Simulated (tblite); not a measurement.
**C6H7NOSi: geometry relaxation (part 1 of 2)**

The run: geometry relaxation of C6H7NOSi. Method and program: GFN2-xTB geometry optimisation, gas phase (tblite 0.8.0).

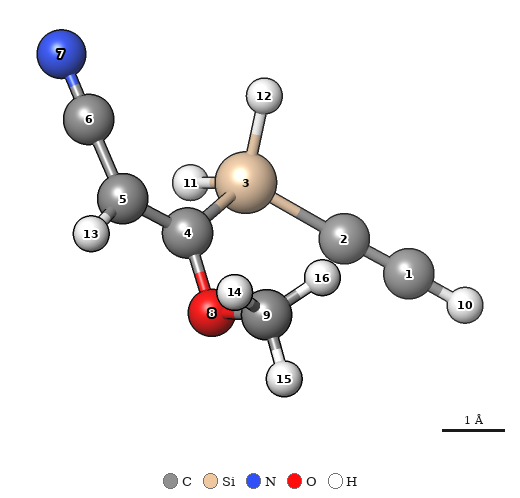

The structure as given in the input (ball-and-stick view, seen at a tilt; atoms are numbered from 1 in the order of the input). Bond lengths as drawn: C–C 1.21 to 1.42 Å, C–H 1.06 to 1.10 Å, C–N 1.16 Å, C–O 1.39 to 1.43 Å, C–Si 1.87 to 1.90 Å and H–Si 1.48 Å.

## The input
```
{"job": {"xc": "GFN2-xTB", "basis": "xTB", "kind": "relax"}, "charge": 0, "multiplicity": 1}
C      2.397000    -2.441400    -0.778600
C      2.027700    -1.306700    -0.574700
Si     1.486900     0.448000    -0.230400
C     -0.389900     0.656300    -0.456600
C     -1.090100     1.734500    -0.063900
C     -0.558300     2.866300     0.601500
N     -0.110600     3.788000     1.153700
O     -1.033800    -0.353400    -1.156200
C     -1.679800    -1.295400    -0.289100
H      2.702500    -3.438800    -0.965600
H      2.164000     1.390600    -1.153900
H      1.818400     0.810100     1.165500
H     -2.155200     1.784700    -0.285400
H     -2.483200    -0.808000     0.272600
H     -2.132100    -2.068100    -0.907700
H     -0.971200    -1.758000     0.405900
```

The first line tells a small driver script what to run in tblite; the rest is the geometry in Å.

Command:
```bash
OMP_NUM_THREADS=1 python <driver script> task.json out
```

## What the program printed
```
step      E/eV     max force
  0    -679.45468    2.000
  1    -679.41466    5.083
  2    -679.49786    0.344
  3    -679.50471    0.721
  4    -679.51749    0.390
  5    -679.52235    0.205
  6    -679.52706    0.228
  7    -679.52938    0.184
  8    -679.53175    0.108
  9    -679.53291    0.092
 10    -679.53409    0.114
 11    -679.53534    0.125
 12    -679.53664    0.097
 13    -679.53759    0.073
 14    -679.53829    0.084
 15    -679.53898    0.092
 16    -679.53979    0.085
 17    -679.54060    0.077
 18    -679.54132    0.071
 19    -679.54204    0.084
 20    -679.54300    0.102
 21    -679.54431    0.102
 22    -679.54568    0.084
 23    -679.54671    0.089
 24    -679.54753    0.082
 25    -679.54839    0.104
 26    -679.54943    0.098
 27    -679.55062    0.099
 28    -679.55190    0.106
 29    -679.55350    0.137
 30    -679.55585    0.157
 31    -679.55896    0.191
 32    -679.56194    0.168
 33    -679.56410    0.129
 34    -679.56568    0.133
 35    -679.56731    0.221
 36    -679.57003    0.220
 37    -679.57506    0.184
 38    -679.58159    0.218
 39    -679.58682    0.235
 40    -679.59273    0.356
 41    -679.60198    0.284
 42    -679.60913    0.214
 43    -679.61970    0.190
 44    -679.62414    0.183
 45    -679.63579    0.252
 46    -679.64417    0.293
 47    -679.65356    0.379
 48    -679.66122    0.251
 49    -679.66777    0.253
 50    -679.67165    0.261
 51    -679.67648    0.224
 52    -679.68335    0.224
 53    -679.68730    0.194
 54    -679.69421    0.153
 55    -679.70023    0.209
 56    -679.70716    0.230
 57    -679.71292    0.310
 58    -679.71665    0.312
 59    -679.72294    0.168
 60    -679.72904    0.197
 61    -679.73423    0.230
 62    -679.73843    0.221
 63    -679.74337    0.176
 64    -679.74977    0.384
 65    -679.75760    0.333
 66    -679.76312    0.199
 67    -679.76604    0.160
 68    -679.76913    0.134
 69    -679.77305    0.274
 70    -679.77736    0.193
 71    -679.78108    0.140
 72    -679.78427    0.149
 73    -679.78737    0.139
 74    -679.79117    0.207
 75    -679.79428    0.186
 76    -679.79802    0.123
 77    -679.80098    0.111
 78    -679.80248    0.095
 79    -679.80442    0.098
 80    -679.80653    0.095
 81    -679.80897    0.129
 82    -679.81194    0.143
 83    -679.81592    0.185
 84    -679.82044    0.164
 85    -679.82498    0.237
 86    -679.82821    0.213
 87    -679.83173    0.139
 88    -679.83440    0.192
 89    -679.83922    0.222
 90    -679.84491    0.239
 91    -679.85097    0.227
 92    -679.85832    0.235
 93    -679.86190    0.334
 94    -679.86689    0.203
 95    -679.86928    0.122
 96    -679.87135    0.130
 97    -679.87315    0.116
 98    -679.87470    0.106
 99    -679.87586    0.097
100    -679.87688    0.094
101    -679.87785    0.097
102    -679.87867    0.068
103    -679.87927    0.062
104    -679.87983    0.055
105    -679.88047    0.063
106    -679.88131    0.073
107    -679.88234    0.082
108    -679.88346    0.069
109    -679.88443    0.078
110    -679.88529    0.075
111    -679.88601    0.047
112    -679.88659    0.060
113    -679.88706    0.062
114    -679.88760    0.058
115    -679.88816    0.061
116    -679.88860    0.049
117    -679.88887    0.039
118    -679.88887    0.039
119    -679.88892    0.035
120    -679.88899    0.081
121    -679.88910    0.033
122    -679.88918    0.045
123    -679.88925    0.075
124    -679.88933    0.044
125    -679.88941    0.032
126    -679.88956    0.040
127    -679.88961    0.026
128    -679.88966    0.021
129    -679.88971    0.028
130    -679.88979    0.040
131    -679.88990    0.040
132    -679.89001    0.037
133    -679.89011    0.026
134    -679.89019    0.026
135    -679.89027    0.032
136    -679.89036    0.035
137    -679.89046    0.028
138    -679.89055    0.029
139    -679.89065    0.027
140    -679.89075    0.033
141    -679.89084    0.027
142    -679.89090    0.020
143    -679.89096    0.019
144    -679.89100    0.022
145    -679.89104    0.023
146    -679.89108    0.019
147    -679.89112    0.018
148    -679.89116    0.018
149    -679.89118    0.015
150    -679.89120    0.011
151    -679.89121    0.014
152    -679.89124    0.018
153    -679.89127    0.021
154    -679.89131    0.020
155    -679.89134    0.017
156    -679.89137    0.017
157    -679.89139    0.017
158    -679.89141    0.012
159    -679.89142    0.009
160    -679.89143    0.009
161    -679.89144    0.009
162    -679.89145    0.009
163    -679.89146    0.007
164    -679.89147    0.007
165    -679.89148    0.008
166    -679.89149    0.009
167    -679.89150    0.011
168    -679.89152    0.011
169    -679.89153    0.010
170    -679.89154    0.008
171    -679.89155    0.008
172    -679.89155    0.010
173    -679.89157    0.012
174    -679.89158    0.010
175    -679.89159    0.006
176    -679.89159    0.006
177    -679.89159    0.007
178    -679.89160    0.008
179    -679.89161    0.008
180    -679.89161    0.006
181    -679.89162    0.005
182    -679.89162    0.005
183    -679.89162    0.007
184    -679.89163    0.006
185    -679.89163    0.005
186    -679.89163    0.011
187    -679.89163    0.006
188    -679.89164    0.004
189    -679.89164    0.005
190    -679.89164    0.016
191    -679.89164    0.005
192    -679.89165    0.006
193    -679.89165    0.009
194    -679.89166    0.009
195    -679.89167    0.007
196    -679.89167    0.007
197    -679.89168    0.008
198    -679.89168    0.009
199    -679.89169    0.008
200    -679.89170    0.006
201    -679.89170    0.006
202    -679.89171    0.006
203    -679.89171    0.008
204    -679.89172    0.009
205    -679.89173    0.005
206    -679.89173    0.005
207    -679.89173    0.006
208    -679.89174    0.008
209    -679.89175    0.009
210    -679.89176    0.011
211    -679.89178    0.014
212    -679.89180    0.015
213    -679.89182    0.012
214    -679.89185    0.014
215    -679.89188    0.016
216    -679.89192    0.023
217    -679.89198    0.032
218    -679.89205    0.031
219    -679.89214    0.026
220    -679.89224    0.025
221    -679.89236    0.044
222    -679.89251    0.051
223    -679.89259    0.086
224    -679.89243    0.072
225    -679.89282    0.024
226    -679.89291    0.022
227    -679.89319    0.066
228    -679.89340    0.053
229    -679.89389    0.055
230    -679.89435    0.069
231    -679.89481    0.048
232    -679.89506    0.046
233    -679.89507    0.069
234    -679.89546    0.045
235    -679.89561    0.036
236    -679.89632    0.075
237    -679.89662    0.136
238    -679.89725    0.108
239    -679.89780    0.060
240    -679.89836    0.069
241    -679.89845    0.154
242    -679.89903    0.091
243    -679.89927    0.062
244    -679.89950    0.023
245    -679.89976    0.029
246    -679.89988    0.046
247    -679.90010    0.034
248    -679.90029    0.035
249    -679.90050    0.038
250    -679.90069    0.070
251    -679.90091    0.058
252    -679.90113    0.058
253    -679.90144    0.101
254    -679.90163    0.051
255    -679.90188    0.039
256    -679.90235    0.068
257    -679.90260    0.103
258    -679.90299    0.097
259    -679.90361    0.068
260    -679.90415    0.056
261    -679.90452    0.055
262    -679.90485    0.050
263    -679.90531    0.066
264    -679.90570    0.056
265    -679.90604    0.064
266    -679.90631    0.045
267    -679.90652    0.081
268    -679.90670    0.037
269    -679.90688    0.057
270    -679.90708    0.028
271    -679.90726    0.036
272    -679.90737    0.020
273    -679.90746    0.027
274    -679.90754    0.032
275    -679.90758    0.028
276    -679.90762    0.034
277    -679.90767    0.019
278    -679.90771    0.019
279    -679.90773    0.016
280    -679.90774    0.015
281    -679.90776    0.015
282    -679.90778    0.012
283    -679.90780    0.011
284    -679.90782    0.012
285    -679.90784    0.013
286    -679.90786    0.015
287    -679.90788    0.016
288    -679.90791    0.018
289    -679.90794    0.014
290    -679.90799    0.014
291    -679.90803    0.017
292    -679.90808    0.017
293    -679.90812    0.020
294    -679.90816    0.014
295    -679.90820    0.015
296    -679.90823    0.016
297    -679.90826    0.014
298    -679.90829    0.014
299    -679.90832    0.015
300    -679.90835    0.014
301    -679.90837    0.018
302    -679.90840    0.018
303    -679.90843    0.019
304    -679.90846    0.013
305    -679.90849    0.009
306    -679.90851    0.010
307    -679.90853    0.009
308    -679.90854    0.008
309    -679.90855    0.009
310    -679.90856    0.006
311    -679.90856    0.005
312    -679.90856    0.005
313    -679.90857    0.006
314    -679.90857    0.005
315    -679.90858    0.005
316    -679.90858    0.005
317    -679.90859    0.006
318    -679.90859    0.005
319    -679.90860    0.005
320    -679.90860    0.004
321    -679.90860    0.005
322    -679.90860    0.006
323    -679.90861    0.006
324    -679.90861    0.006
325    -679.90861    0.002
```

## Trajectory as extended XYZ (Å, eV, eV/Å), 12 frames, from step=0 to step=325
```
16
Properties=species:S:1:pos:R:3:forces:R:3 step=0 energy=-679.45468
C     2.3970   -2.4414   -0.7786   -0.2540   0.5750   0.0940
C     2.0277   -1.3067   -0.5747    0.0170  -0.3400  -0.0400
Si    1.4869    0.4480   -0.2304    0.5610   0.0740   0.0450
C    -0.3899    0.6563   -0.4566    0.0000   0.1260  -0.0040
C    -1.0901    1.7345   -0.0639   -0.0390   0.2240   0.0380
C    -0.5583    2.8663    0.6015    0.7580   0.8390   0.6060
N    -0.1106    3.7880    1.1537   -0.8370  -1.5500  -0.9480
O    -1.0338   -0.3534   -1.1562   -0.2910  -0.4700   0.6040
C    -1.6798   -1.2954   -0.2891    0.0250   0.3700  -0.3290
H     2.7025   -3.4388   -0.9656   -0.0570   0.2720   0.0480
H     2.1640    1.3906   -1.1539   -0.1440  -0.2660   0.1010
H     1.8184    0.8101    1.1655   -0.0780  -0.1440  -0.1700
H    -2.1552    1.7847   -0.2854    0.0700   0.0740   0.0910
H    -2.4832   -0.8080    0.2726    0.0620   0.0490   0.1040
H    -2.1321   -2.0681   -0.9077    0.1580   0.0670  -0.1750
H    -0.9712   -1.7580    0.4059    0.0500   0.1000  -0.0640
16
Properties=species:S:1:pos:R:3:forces:R:3 step=29 energy=-679.55350
C     2.2617   -2.3579   -0.7608    0.0010   0.0440   0.0180
C     1.9793   -1.2121   -0.5274    0.0330  -0.0350  -0.0030
Si    1.5433    0.5559   -0.2118    0.0070   0.0020  -0.0200
C    -0.3467    0.6383   -0.4733    0.0360  -0.0040   0.0310
C    -1.1139    1.6578   -0.0585    0.0170  -0.0330   0.0790
C    -0.5317    2.7679    0.5696    0.0190   0.0080  -0.0940
N    -0.0336    3.6754    1.0659   -0.0480   0.0300   0.0490
O    -0.8887   -0.4522   -1.1153   -0.0160   0.0170   0.0450
C    -1.6655   -1.3017   -0.3048   -0.0300  -0.0320   0.0040
H     2.5164   -3.3593   -0.9628   -0.0200   0.0070   0.0080
H     2.2254    1.4228   -1.1683    0.0180   0.0350  -0.0530
H     1.8348    0.9149    1.1790    0.0040  -0.0270   0.0030
H    -2.1906    1.6832   -0.1860    0.0220  -0.0160   0.0040
H    -2.4465   -0.7731    0.2464   -0.0620   0.1170  -0.0360
H    -2.1209   -2.0268   -0.9717   -0.0490  -0.0660  -0.0720
H    -1.0304   -1.8242    0.4170    0.0710  -0.0460   0.0360
16
Properties=species:S:1:pos:R:3:forces:R:3 step=59 energy=-679.72294
C     2.3727   -2.3324   -0.7342    0.0320  -0.1220  -0.0180
C     2.1353   -1.1598   -0.6275    0.0950   0.1140   0.0480
Si    1.7157    0.6132   -0.3226    0.0070  -0.0060  -0.0410
C    -0.1910    0.4980   -0.1624   -0.0580   0.0410  -0.0040
C    -1.0354    1.4759    0.2107   -0.0100   0.0570   0.0060
C    -0.6120    2.7553    0.5816    0.0260   0.0200  -0.0430
N    -0.3281    3.8239    0.8980    0.0370  -0.0830  -0.0200
O    -0.5531   -0.7501   -0.5140    0.0870   0.0070  -0.0830
C    -1.8680   -1.2431   -0.3907    0.0200  -0.0500   0.0810
H     2.5687   -3.3606   -0.8386    0.0290  -0.0090  -0.0360
H     2.1401    1.4836   -1.4224   -0.1210  -0.0380  -0.0520
H     2.3488    1.0518    0.9165   -0.0540   0.0440   0.1530
H    -2.1136    1.3432    0.2351    0.0770   0.0630   0.0960
H    -2.6155   -0.4614   -0.2616   -0.0110  -0.0570  -0.0510
H    -2.0782   -1.8069   -1.2989   -0.0580  -0.0210  -0.0210
H    -1.8941   -1.9217    0.4682   -0.0970   0.0390  -0.0150
```
